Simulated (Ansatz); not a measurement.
```yaml
atoms:
  - { symbol: Sn, position_ang: [-0.4538, 0.7168, -0.4871] }
  - { symbol: Cl, position_ang: [0.7535, -2.0976, -0.8064] }
  - { symbol: H, position_ang: [-1.8008, -0.0838, -1.1057] }
  - { symbol: H, position_ang: [-0.8940, 2.1065, 0.4159] }
  - { symbol: H, position_ang: [0.8834, 1.0473, -1.4664] }
  - { symbol: H, position_ang: [0.5208, -1.2820, 0.5449] }
  - { symbol: O, position_ang: [0.1461, -0.3921, 1.1798] }
  - { symbol: H, position_ang: [0.8448, -0.0151, 1.7249] }
```

A transition-state structure; geometry: PBE0-D4/def2-TZVP; core potentials replace the inner electrons of Sn.

Method: RKS PBE0-D4/def2-TZVPP in Ansatz 0.2.0.

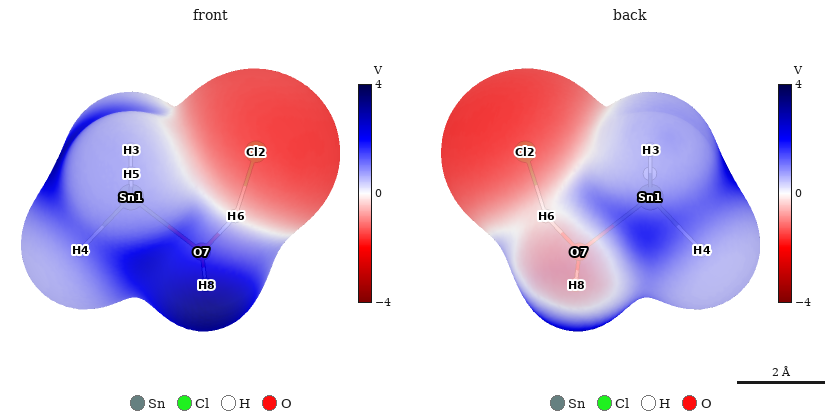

ClH$_{5}$OSn. The electrostatic potential painted on the density surface at 0.002 e/bohr³, seen from the front and from behind; red is negative and blue positive.

Where is the surface potential most negative and most positive?

The most negative region (about −1.6 V) lies over Cl2, the most positive (about +3.3 V) over H8.
